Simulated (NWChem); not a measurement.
**C2H6O (dimethyl ether): levels of theory compared**

Wanted: a comparison of 6 runs (HF/def2-SVP, HF/cc-pVTZ, B3LYP/6-31G*, PBE0/def2-SVP, B3LYP/pcseg-2, MP2/def2-TZVP) of C2H6O (dimethyl ether). 

Program for the calculation: NWChem 7.3.0.

### 1 The molecule

C2H6O has 9 atoms, charge 0, and is taken as a singlet. As SMILES, `COC`. The shape is that of a PBE0-D4/def2-TZVP optimisation.

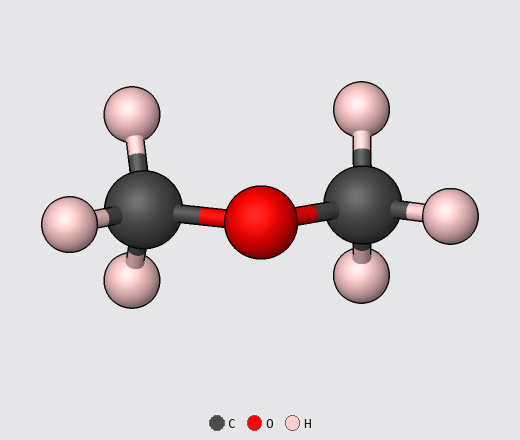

Viewed from a chosen angle; carbon dark grey, oxygen red, hydrogen pink.

### 2 Energy and gradient at HF/def2-SVP (run 1)

run.py reads:

```python
from ase import Atoms
from ase.calculators.nwchem import NWChem

system = Atoms('COCHHHHHH', positions=[
    [-0.413190, 0.872670, -0.645330],
    [0.563380, -0.127830, -0.595980],
    [0.479050, -0.887610, 0.575660],
    [-1.427650, 0.449000, -0.618190],
    [-0.283130, 1.417120, -1.580990],
    [-0.312930, 1.577090, 0.193180],
    [-0.493490, -1.394000, 0.659910],
    [1.266920, -1.640470, 0.540090],
    [0.621040, -0.265980, 1.471640],
])

calc = NWChem(
    label='test',
    theory='scf',
    memory='2200 mb',
    basis='def2-SVP',
    basispar='spherical bse',
    scf={'nopen': '0', 'rhf': None, 'thresh': '1e-08', 'maxiter': '80'},
)
system.calc = calc

forces = system.get_forces()
e = system.get_potential_energy()
print(f"E = {e:.6f} eV")
print("forces (eV/A):")
for s, f in zip(system.symbols, forces):
    print(f"{s:2s} {f[0]:10.5f} {f[1]:10.5f} {f[2]:10.5f}")
print("dipole (e A):", system.get_dipole_moment().round(4))
```

Launch:

```sh
$ export ASE_NWCHEM_COMMAND="nwchem PREFIX.nwi > PREFIX.nwo"
$ python run.py
```

The program printed:

```text
E = -4189.240267 eV
forces (eV/A):
C     0.33111   -0.20235   -0.17360
O    -0.68417    0.15524    0.72371
C     0.18543    0.08500   -0.37276
H     0.14522    0.05245   -0.02432
H    -0.05009   -0.01054    0.08351
H     0.00381   -0.09071   -0.12717
H     0.14270    0.05749   -0.02772
H    -0.07523    0.03903    0.04911
H     0.00129   -0.08567   -0.13077
dipole (e A): [-0.2209  0.0501  0.2336]
```

The calculator wrote test.nwi:

```
title "test"

permanent_dir test

scratch_dir test

start test

geometry units angstrom nocenter noautosym noautoz
  C  -4.1319000000000000e-01 8.7266999999999995e-01 -6.4532999999999996e-01
  O  5.6337999999999999e-01 -1.2783000000000000e-01 -5.9597999999999995e-01
  C  4.7904999999999998e-01 -8.8761000000000001e-01 5.7565999999999995e-01
  H  -1.4276500000000001e+00 4.4900000000000001e-01 -6.1819000000000002e-01
  H  -2.8312999999999999e-01 1.4171199999999999e+00 -1.5809899999999999e+00
  H  -3.1292999999999999e-01 1.5770900000000001e+00 1.9317999999999999e-01
  H  -4.9348999999999998e-01 -1.3939999999999999e+00 6.5991000000000000e-01
  H  1.2669200000000000e+00 -1.6404700000000001e+00 5.4008999999999996e-01
  H  6.2104000000000004e-01 -2.6597999999999999e-01 1.4716400000000001e+00
end

memory 2200 mb

basis spherical bse noprint
   * library def2-SVP
end

scf
  nopen 0
  rhf
  thresh 1e-08
  maxiter 80
end

task scf gradient
```

test.nwo, cut to the lines that bear on the results:

```text
[...]
      One-electron energy =   -376.182678616485
[... 1 line left out ...]
 Nuclear repulsion energy =     84.355502775178
[... 31 lines left out ...]
                       ROHF Final Molecular Orbital Analysis
[... 183 lines left out ...]
     1   1 0 0     -0.417390      0.000000      8.074724
[...]
  wavefunction    =   RHF
                         RHF ENERGY GRADIENTS
    atom               coordinates                        gradient
                 x          y          z           x          y          z
   1 C      -0.780816   1.649107  -1.219497   -0.006439   0.003935   0.003376
   2 O       1.064634  -0.241564  -1.126239    0.013305  -0.003019  -0.014074
   3 C       0.905273  -1.677340   1.087840   -0.003606  -0.001653   0.007249
[... 5 lines of this table left out ...]
   9 H       1.173595  -0.502629   2.780996   -0.000025   0.001666   0.002543
[...]
```

Wall time 4.8 s (1 thread of Intel Xeon 6975P-C (Granite Rapids), shared host); peak memory 0.1 GiB.

### 3 Energy and forces at HF/cc-pVTZ (run 2)

m1.nw reads:

```
echo
start m1
memory stack 880 mb heap 220 mb global 1100 mb

geometry units angstroms noautosym nocenter noautoz
   C    -0.413190    0.872670   -0.645330
   O     0.563380   -0.127830   -0.595980
   C     0.479050   -0.887610    0.575660
   H    -1.427650    0.449000   -0.618190
   H    -0.283130    1.417120   -1.580990
   H    -0.312930    1.577090    0.193180
   H    -0.493490   -1.394000    0.659910
   H     1.266920   -1.640470    0.540090
   H     0.621040   -0.265980    1.471640
end

basis spherical bse
   * library cc-pVTZ
end

scf
   thresh 1e-08
   maxiter 80
end

task scf gradient
```

Launch:

```sh
$ nwchem m1.nw > m1.out
```

The program printed:

```text
[...]
  functions       =   174
[...]
  wavefunction    = RHF
[...]
         Total SCF energy =   -154.126439869058
      One-electron energy =   -376.487183275656
      Two-electron energy =    138.005240631420
 Nuclear repulsion energy =     84.355502775178
        Time for solution =     62.9s
[...]
                         RHF ENERGY GRADIENTS
    atom               coordinates                        gradient
                 x          y          z           x          y          z
   1 C      -0.780816   1.649107  -1.219497   -0.000082  -0.001907   0.002765
   2 O       1.064634  -0.241564  -1.126239    0.009998  -0.002269  -0.010576
   3 C       0.905273  -1.677340   1.087840   -0.002289   0.002448  -0.000258
   4 H      -2.697867   0.848487  -1.168210   -0.007687  -0.002569   0.000481
   5 H      -0.535038   2.677968  -2.987638    0.001186   0.003244  -0.006140
   6 H      -0.591352   2.980268   0.365057    0.000094   0.005307   0.006143
   7 H      -0.932561  -2.634278   1.247049   -0.007107  -0.003715   0.001273
   8 H       2.394132  -3.100039   1.020622    0.005212  -0.004698  -0.000630
   9 H       1.173595  -0.502629   2.780996    0.000674   0.004160   0.006941
[...]
```

It took 85 s on 1 thread of Intel Xeon 6975P-C (Granite Rapids), shared host; peak memory 0.12 GiB.

Run 3 isn't shown in full; the table further down has it.

### 4 Energy and forces at PBE0/def2-SVP (run 4)

c2h6o.nw reads:

```
start c2h6o
title "C2H6O gradient"
memory 2200 mb
charge 0

geometry noautosym nocenter noautoz
C     -0.413190     0.872670    -0.645330
O      0.563380    -0.127830    -0.595980
C      0.479050    -0.887610     0.575660
H     -1.427650     0.449000    -0.618190
H     -0.283130     1.417120    -1.580990
H     -0.312930     1.577090     0.193180
H     -0.493490    -1.394000     0.659910
H      1.266920    -1.640470     0.540090
H      0.621040    -0.265980     1.471640
end

basis spherical bse
* library def2-SVP
end

dft
xc pbe0
mult 1
grid xfine
convergence energy 1e-08
maxiter 100
mulliken
end

task dft gradient
```

Launch:

```sh
$ nwchem c2h6o.nw > c2h6o.out
```

The program printed:

```text
[...]
          Wavefunction type:  closed shell.
          No. of atoms     :     9
          No. of electrons :    26
[...]
          Charge           :     0
          Spin multiplicity:     1
[...]
          AO basis - number of functions:    72
[...]
              XC Information
              --------------
                         PBE0 Method XC Functional
                     Hartree-Fock (Exact) Exchange  0.250
          PerdewBurkeErnzerhof Exchange Functional  0.750
            Perdew 1991 LDA Correlation Functional  1.000 local
           PerdewBurkeErnz. Correlation Functional  1.000 non-local
[...]
 d= 0,ls=0.0,diis     1   -154.6874003329 -2.39D+02  9.39D-03  3.24D-01     2.1
[...]
 d= 0,ls=0.0,diis     8   -154.7252869151 -1.11D-09  5.03D-07  2.30D-09    15.4
         Total DFT energy =     -154.725286915145
      One electron energy =     -376.453725659435
           Coulomb energy =      158.860177874897
    Exchange-Corr. energy =      -21.487241905785
 Nuclear repulsion energy =       84.355502775178
[...]
      Total Density - Mulliken Population Analysis
     ---------------------------------------------
    Atom       Charge   Shell Charges
 -----------   ------   -------------------------------------------------------
    1 C    6     5.88   1.99  0.90  0.14  2.06  0.73  0.06
    2 O    8     8.42   1.99  1.08  0.72  2.87  1.74  0.02
    3 C    6     5.88   1.99  0.90  0.14  2.06  0.73  0.06
    4 H    1     0.98   0.75  0.21  0.02
    5 H    1     0.95   0.75  0.18  0.02
    6 H    1     0.98   0.75  0.21  0.02
    7 H    1     0.98   0.75  0.21  0.02
    8 H    1     0.95   0.75  0.18  0.02
    9 H    1     0.98   0.75  0.21  0.02
[...]
  wavefunction    = closed shell
                         DFT ENERGY GRADIENTS
    atom               coordinates                        gradient
                 x          y          z           x          y          z
   1 C      -0.780816   1.649107  -1.219497   -0.008528   0.008434  -0.000008
   2 O       1.064634  -0.241564  -1.126239    0.003507  -0.000796  -0.003708
   3 C       0.905273  -1.677340   1.087840   -0.001084  -0.006251   0.010175
   4 H      -2.697867   0.848487  -1.168210    0.005814   0.001211  -0.000036
   5 H      -0.535038   2.677968  -2.987638   -0.000084  -0.003475   0.004946
   6 H      -0.591352   2.980268   0.365057    0.000322  -0.004347  -0.004036
   7 H      -0.932561  -2.634278   1.247049    0.004816   0.003180  -0.001402
   8 H       2.394132  -3.100039   1.020622   -0.004088   0.004421  -0.000532
   9 H       1.173595  -0.502629   2.780996   -0.000675  -0.002377  -0.005399
[...]
```

Run time: 19 s. Hardware: 1 thread of Intel Xeon 6975P-C (Granite Rapids), shared host; peak memory 0.14 GiB.

Run 5 isn't shown in full; the table further down has it.

### 5 Energy and forces at MP2/def2-TZVP (run 6)

c2h6o.nw reads:

```
start c2h6o
memory stack 880 mb heap 220 mb global 1100 mb
charge 0

geometry units angstrom noautosym nocenter noautoz
   C    -0.413190    0.872670   -0.645330
   O     0.563380   -0.127830   -0.595980
   C     0.479050   -0.887610    0.575660
   H    -1.427650    0.449000   -0.618190
   H    -0.283130    1.417120   -1.580990
   H    -0.312930    1.577090    0.193180
   H    -0.493490   -1.394000    0.659910
   H     1.266920   -1.640470    0.540090
   H     0.621040   -0.265980    1.471640
end

basis "ao basis" spherical bse
   * library def2-TZVP
end

scf
   thresh 1e-08
   maxiter 80
   print medium
end

mp2
   freeze core 3
   tight
end

task mp2 gradient
```

Launch:

```sh
$ nwchem c2h6o.nw > c2h6o.out
```

The program printed:

```text
[...]
  functions       =   129
[...]
  wavefunction    = RHF
[...]
         Total SCF energy =   -154.130375299697
      One-electron energy =   -376.477948678149
      Two-electron energy =    137.992070603274
 Nuclear repulsion energy =     84.355502775178
        Time for solution =     23.1s
[...]
          Total MP2 energy          -154.710102901626
[...]
                         mp2 ENERGY GRADIENTS
    atom               coordinates                        gradient
                 x          y          z           x          y          z
   1 C      -0.780816   1.649107  -1.219497    0.005951  -0.005276  -0.000837
   2 O       1.064634  -0.241564  -1.126239   -0.006036   0.001370   0.006387
   3 C       0.905273  -1.677340   1.087840    0.001453   0.003598  -0.006996
   4 H      -2.697867   0.848487  -1.168210   -0.001335  -0.000273  -0.000100
   5 H      -0.535038   2.677968  -2.987638   -0.000080   0.000840  -0.001058
   6 H      -0.591352   2.980268   0.365057   -0.000015   0.001062   0.000858
   7 H      -0.932561  -2.634278   1.247049   -0.001058  -0.000819   0.000277
   8 H       2.394132  -3.100039   1.020622    0.000861  -0.001018   0.000231
   9 H       1.173595  -0.502629   2.780996    0.000260   0.000517   0.001239
[...]
```

Run time: 66 s. Hardware: 1 thread of Intel Xeon 6975P-C (Granite Rapids), shared host; peak memory 0.58 GiB.

### 6 All runs side by side

| run | level | iteration cap | module | energy (Eh) | dipole moment (D) | HOMO energy (eV) | LUMO energy (eV) | wall time |
| --- | --- | --- | --- | --- | --- | --- | --- | --- |
| 1 | HF/def2-SVP | 80 | scf | -153.951742 | 1.56 | -11.48 | 4.86 | 4.8 s |
| 2 | HF/cc-pVTZ | 80 | scf | -154.126440 | 1.38 | -11.49 | 3.84 | 85 s |
| 3 | B3LYP/6-31G* (spherical functions) | 100 | dft | -155.022245 | 1.24 | – | – | 15 s |
| 4 | PBE0/def2-SVP | 100 | dft | -154.725287 | 1.30 | -7.24 | 1.97 | 19 s |
| 5 | B3LYP/pcseg-2 | 100 | dft | -155.096141 | 1.26 | -7.23 | 0.39 | 55 s |
| 6 | MP2/def2-TZVP | 80 | mp2 | -154.710103 | 1.28 | -11.52 | 3.96 | 66 s |

### 7 Summary of results

```
                                                      quantity          value
                                           run 6: total energy  -154.71010 Eh
run 6: dipole moment (of the density that the program reports)         1.28 D
                    run 6: HOMO energy (Hartree–Fock orbitals)      -11.52 eV
                    run 6: LUMO energy (Hartree–Fock orbitals)        3.96 eV
                  run 6: HOMO–LUMO gap (Hartree–Fock orbitals)       15.47 eV
            run 6: correlation energy (3 core orbitals frozen)     -579.7 mEh
                               run 6: largest force on an atom     0.457 eV/Å
```

In words: The dipole moment (its size) runs from 1.24 D (B3LYP/6-31G*) to 1.56 D (HF/def2-SVP). The two ends differ in method and basis. Over runs 1, 2, 4, 5 the HOMO–LUMO gap runs from 7.62 eV (B3LYP/pcseg-2) to 16.34 eV (HF/def2-SVP). Totals of different functionals can't be ranked against each other. All runs together took 4.1 min, the longest 85 s.
